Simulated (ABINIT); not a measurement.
# A GW chain in ABINIT: Al2O3 (Corundum), part 2 of 2

Aim: the G0W0 gap of Al2O3 (Corundum) on PBE, step by step.

ABINIT 10.8.3; PBE and many-body steps on it, plane waves. Known limits of the many-body steps: not at the basis limit.

So far. Step 2 (Ground state): The gap is direct, at Γ. Step 3 (Empty states on the mesh, 4×4×4 mesh, 62 bands): On this mesh the gap is 6.266 eV.

## 4. Screening, 4×4×4 mesh, 58 bands, screening to 87.1 eV

The RPA dielectric matrix is built and inverted for each q.

This step: RPA screening on PBE, plane waves, norm-conserving pseudopotentials.

run.abi reads:

```
acell 3*1.0 Angstrom
rprim 
  2.380249999995 1.374237978213 4.331866666707
  -2.380249999995 1.374237978213 4.331866666707
  -0.000000000000 -2.748475956495 4.331866666685
ntypat 2
znucl 13 8
natom 10
typat 1 1 1 1 2 2 2 2 2 2
xred 
  0.352160000000 0.352160000000 0.352160000000
  0.147840000000 0.147840000000 0.147840000000
  0.647840000000 0.647840000000 0.647840000000
  0.852160000000 0.852160000000 0.852160000000
  0.556680000000 0.943320000000 0.250000000000
  0.250000000000 0.556680000000 0.943320000000
  0.943320000000 0.250000000000 0.556680000000
  0.443320000000 0.056680000000 0.750000000000
  0.750000000000 0.443320000000 0.056680000000
  0.056680000000 0.750000000000 0.443320000000
pp_dirpath "pseudos"
pseudos "Al.upf, O.upf"
ecut 36
ngkpt 4 4 4
nshiftk 1
shiftk 0 0 0
kptopt 1
chksymbreak 0
istwfk *1
occopt 1
irdwfk 1
optdriver 3
nband 58
ecuteps 3.2
inclvkb 2
awtr 1
symchi 1
indata_prefix "in"
outdata_prefix "out"
tmpdata_prefix "tmp"
```

Launch:

```sh
> OMP_NUM_THREADS=1 mpirun -n 8 abinit run.abi > log
```

Numbers of over 12 decimals in the logs are rounded to 6 here.

What it wrote:

```text
.Version 10.8.3 of ABINIT. v10.8.2 released Aug 2026.

 Symmetries : space group R-3 c (#167); Bravais hR (rhombohedral)
[... echo of the input left out ...]
== DATASET  1 ==================================================================
-   mpi_nproc: 8, omp_nthreads: 1 (-1 if OMP is not activated)

--- !DatasetInfo
iteration_state: {dtset: 1, }
dimensions: {natom: 10, nkpt: 13, mband: 58, nsppol: 1, nspinor: 1, nspden: 1, mpw: 5940, }
cutoff_energies: {ecut:  36.0, pawecutdg:  -1.0, }
electrons: {nelect:   4.80000000E+01, charge:   0.00000000E+00, occopt:   1.00000000E+00, tsmear:   1.00000000E-02, }

 SCREENING: Calculation of the susceptibility and dielectric matrices

 Based on a program developped by R.W. Godby, V. Olevano, G. Onida, and L. Reining.
 Incorporated in ABINIT by V. Olevano, G.-M. Rignanese, and M. Torrent.
.Using double precision arithmetic ; gwpc =  8

[... cell and pseudopotentials left out ...]
--------------------------------------------------------------------------------

 ==== K-mesh for the wavefunctions ====
 Number of points in the irreducible wedge :    13
[... list of points left out ...]
 Together with 12 symmetry operations and time-reversal symmetry
 yields    64 points in the full Brillouin Zone.

 ==== Q-mesh for the screening function ====
 Number of points in the irreducible wedge :    13
[... list of points left out ...]
 Together with 12 symmetry operations and time-reversal symmetry
 yields    64 points in the full Brillouin Zone.

 setmesh: FFT mesh size selected  =    36x   36x   36
          total number of points  =        46656

 vcoul_init : cutoff-mode = AUXILIARY_FUNCTION
 q-points for optical limit:   1
     1)      0.000010    0.000020    0.000030

- screening: taking advantage of time-reversal symmetry
- Maximum band index for partially occupied states nbvw = 24
- Remaining bands to be divided among processors   nbcw = 34
- Number of bands treated by each node ~4

 Number of electrons calculated from density =   48.0000; Expected =   48.0000
 average of density, n =  0.083663
 r_s =    1.4184
 omega_plasma =   27.9012 [eV]

 calculating chi0 at frequencies [eV] :
  1    0.000000E+00    0.000000E+00
  2    0.000000E+00    2.790117E+01

--------------------------------------------------------------------------------
  q-point number  1        q = ( 0.000000, 0.000000, 0.000000) [r.l.u.]
--------------------------------------------------------------------------------
[... chi0 elements left out ...]
 For q-point:  0.000010 0.000020 0.000030
  dielectric constant =   3.0337
  dielectric constant without local fields =   3.1511

  Average fulfillment of the sum rule on Im[epsilon] for q-point    1 :     27.48  [%]
[... wings left out ...]
  q-point number  2        q = ( 0.250000, 0.000000, 0.000000) [r.l.u.]
--------------------------------------------------------------------------------
[... chi0 elements left out ...]
  Average fulfillment of the sum rule on Im[epsilon] for q-point    2 :     44.36  [%]

 [... 11 further q-points ...]
```

It took 57 s on 8 MPI ranks of Intel Xeon Platinum 8488C (Sapphire Rapids), shared host; peak memory 3.3 GiB.

Numbers from this step:

```yaml
eps_infinity_with_local_fields_on_this_mesh_along_the_program_s_q_direction: 3.034
the_same_without_local_fields: 3.151
plasma_frequency: 27.90 eV
plane_waves_in_the_screening_matrix: 157
```

Local fields lower ε∞ by 4 %.

## 5. Self-energy, 4×4×4 mesh, 58 bands, screening to 87.1 eV

The self-energy is evaluated for the states that the input lists, and the levels follow from it, in one-shot runs by the linearised quasiparticle equation.

This step: G0W0 on PBE, plane waves, norm-conserving pseudopotentials.

run.abi: that of step 4 with these lines changed.

```diff
@@ -31,8 +31,15 @@
 irdwfk 1
-optdriver 3
+optdriver 4
 nband 58
+gwcalctyp 0
+ecutsigx 36
+symsigma 1
+nkptgw 1
+kptgw 
+  0.0000000000 0.0000000000 0.0000000000
+bdgw 
+  22 26
 ecuteps 3.2
-inclvkb 2
-awtr 1
-symchi 1
+irdscr 1
+ppmodel 1
 indata_prefix "in"
```

What it wrote:

```text
.Version 10.8.3 of ABINIT. v10.8.2 released Aug 2026.

 Symmetries : space group R-3 c (#167); Bravais hR (rhombohedral)
[... echo of the input left out ...]
== DATASET  1 ==================================================================
-   mpi_nproc: 8, omp_nthreads: 1 (-1 if OMP is not activated)

--- !DatasetInfo
iteration_state: {dtset: 1, }
dimensions: {natom: 10, nkpt: 13, mband: 58, nsppol: 1, nspinor: 1, nspden: 1, mpw: 5940, }
cutoff_energies: {ecut:  36.0, pawecutdg:  -1.0, }
electrons: {nelect:   4.80000000E+01, charge:   0.00000000E+00, occopt:   1.00000000E+00, tsmear:   1.00000000E-02, }

 SIGMA: Calculation of the GW corrections

 Based on a program developped by R.W. Godby, V. Olevano, G. Onida, and L. Reining.
 Incorporated in ABINIT by V. Olevano, G.-M. Rignanese, and M. Torrent.
.Using double precision arithmetic ; gwpc =  8

[... cell and pseudopotentials left out ...]
--------------------------------------------------------------------------------

 ==== K-mesh for the wavefunctions ====
 Number of points in the irreducible wedge :    13
[... list of points left out ...]
 Together with 12 symmetry operations and time-reversal symmetry
 yields    64 points in the full Brillouin Zone.

 ==== Q-mesh for screening function ====
 Number of points in the irreducible wedge :    13
[... list of points left out ...]
 Together with 12 symmetry operations and time-reversal symmetry
 yields    64 points in the full Brillouin Zone.

 vcoul_init : cutoff-mode = AUXILIARY_FUNCTION
 q-points for optical limit:   1
     1)      0.000010    0.000020    0.000030
 setmesh: FFT mesh size selected  =    54x   54x   54
          total number of points  =       157464

 Number of electrons calculated from density =   48.0000; Expected =   48.0000
 average of density, n =  0.083663
 r_s =    1.4184
 omega_plasma =   27.9012 [eV]

 === KS Band Gaps ===
  >>>> For spin  1
   Minimum direct gap =   6.2663 [eV], located at k-point      :   0.0000  0.0000  0.0000
   Fundamental gap    =   6.2663 [eV], Top of valence bands at :   0.0000  0.0000  0.0000
                                       Bottom of conduction at :   0.0000  0.0000  0.0000
 SIGMA fundamental parameters:
 PLASMON POLE MODEL  1
 number of plane-waves for SigmaX                 5879
 number of plane-waves for SigmaC and W            157
 number of plane-waves for wavefunctions          5879
 number of bands                                    58
 number of independent spin polarizations            1
 number of spinorial components                      1
 number of k-points in IBZ                          13
 number of q-points in IBZ                          13
 number of symmetry operations                      12
 number of k-points in BZ                           64
 number of q-points in BZ                           64
 number of frequencies for dSigma/dE                 9
 frequency step for dSigma/dE [eV]                0.25
 number of omega for Sigma on real axis              0
 max omega for Sigma on real axis  [eV]           0.00
 zcut for avoiding poles [eV]                     0.10

 EPSILON^-1 parameters (SCR file):
 dimension of the eps^-1 matrix on file            157
 dimension of the eps^-1 matrix used               157
 number of plane-waves for wavefunctions          5879
 number of bands                                    58
 number of q-points in IBZ                          13
 number of frequencies                               2
 number of real frequencies                          1
 number of imag frequencies                          1

 matrix elements of self-energy operator (all in [eV])

 Perturbative Calculation

--- !SelfEnergy_ee
iteration_state: {dtset: 1, }
kpoint     : [   0.000,    0.000,    0.000, ]
spin       : 1
KS_gap     :    6.266
QP_gap     :    8.606
Delta_QP_KS:    2.340
data: !SigmaeeData |
     Band     E0 <VxcDFT>   SigX SigC(E0)      Z dSigC/dE  Sig(E)    E-E0       E
       22   5.137 -20.467 -25.963   4.724   0.819  -0.221 -21.099  -0.632   4.505
       23   5.137 -20.467 -25.963   4.724   0.819  -0.221 -21.099  -0.632   4.505
       24   5.182 -20.398 -25.833   4.713   0.819  -0.221 -20.989  -0.591   4.590
       25  11.448 -13.779  -8.892  -2.857   0.861  -0.161 -12.031   1.748  13.196
       26  14.369 -11.424  -6.101  -3.105   0.868  -0.152  -9.499   1.924  16.293

== END DATASET(S) ==============================================================
================================================================================

 -outvars: echo values of variables after computation  --------
           etotal      0.0000000000E+00
            nband          58
             nkpt          13
          spgroup         167
 [... the other variables as echoed above ...]

 Calculation completed.
```

The job ended after 4.1 s (8 MPI ranks; peak memory 2.1 GiB).

This step gave:

- G0W0 gap on the points computed: 8.606 eV
- starting gap on the mesh: 6.266 eV
- k of the valence top: 0, 0, 0
- k of the conduction bottom: 0, 0, 0
- Z at the valence top: 0.819
- Z at the conduction bottom: 0.861
- least direct G0W0 gap on the computed points: 8.606 eV

The gap on the mesh goes from 6.27 eV to 8.61 eV, a correction of +2.34 eV.

Limits: finite bands, cutoff and mesh. v1 is the top filled band, c1 the lowest empty one. The levels before and after the correction (eV, zero at the valence-band top of each column):

```csv
,conduction bottom,valence top
Kohn-Sham,6.27,0.00
G0W0,8.61,0.00
```

```csv
,level,energy (eV)
Kohn-Sham,Γ v3-v2,-0.045
Kohn-Sham,Γ v1,0.000
Kohn-Sham,Γ c1,6.266
Kohn-Sham,Γ c2,9.188
G0W0,Γ v3-v2,-0.085
G0W0,Γ v1,0.000
G0W0,Γ c1,8.606
G0W0,Γ c2,11.703
```

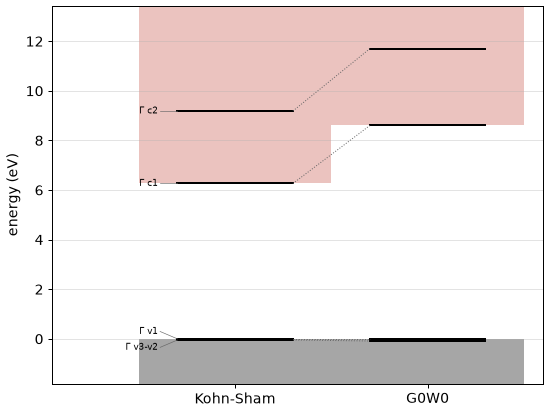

Levels before and after the correction. Shaded: valence and conduction bands.

## 6. Where the time went

Times are wall times on 8 MPI ranks of Intel Xeon Platinum 8488C (Sapphire Rapids), shared host, good to a factor of about two.

| step | time | share | memory (GiB) |
| --- | --- | --- | --- |
| ground state | 52 s | 35 % | 0.9 |
| empty states on the mesh | 35 s | 24 % | 0.72 |
| screening | 57 s | 38 % | 3.3 |
| self-energy | 4.1 s | 3 % | 2.1 |

## 7. Results

| Item | Value |
| --- | --- |
| PBE gap | 6.27 eV, direct |
| G0W0 gap on the mesh | 8.61 eV |
| GW settings | 4×4×4 mesh, 58 bands, screening to 87.1 eV, Godby-Needs plasmon pole |
| known limits | not at the basis limit |

In words: G0W0 moves the gap on the mesh from 6.27 eV to 8.61 eV (+2.34 eV), with Z of 0.82 and 0.86 at the edges. Local fields lower the RPA ε∞ on this mesh from 3.15 to 3.03. Only 1 of the mesh's irreducible points was corrected, so a valley elsewhere could overtake. Against experiment, by G0W0@PBE: the gap of 8.61 eV lies −0.09 eV from the measured 8.7 eV (optical, quoted 2018). An exciton line or allowed optical edge lies below the quasiparticle gap by the binding energy; a forbidden edge can push the onset above it. The calculation has static nuclei and no excitons; a measured gap holds zero-point and thermal motion, which mostly lowers it. Bands and cutoff are finite, so the gap is not at the basis limit. The miss can reach some tenths of an eV and take either sign; the mesh is an error of its own. In the G0W0 run levels were corrected at 1 k point alone, so a gap called «on the mesh» is the least over those, and an edge elsewhere would be missed.

[Paths, hosts, dates, memory and timing lines, banners, echoed tables and standing remarks are left out of the program output.]

[Logs are printed without paths, hosts, clocks, repeated set-up lines and the standing remarks that a program may print on its own settings, such as how far it seeks lower states.]

[Runs of the session that timed out or met a known fault of the program may be left out.]

[Hosts, paths, dates, database ids (printed as entryN), source tags and the programs' standing remarks are cut or masked in the printed files.]

[G0W0 gaps are taken among the corrected bands and points alone; a level outside them can change the order at an edge.]

[Where Ansatz stands beside ABINIT at settings called matched, ABINIT's density can come from a denser mesh and the files from another edition; pairs whose starting gaps differed by over 0.03 eV were left out, so agreement reads better than it is.]
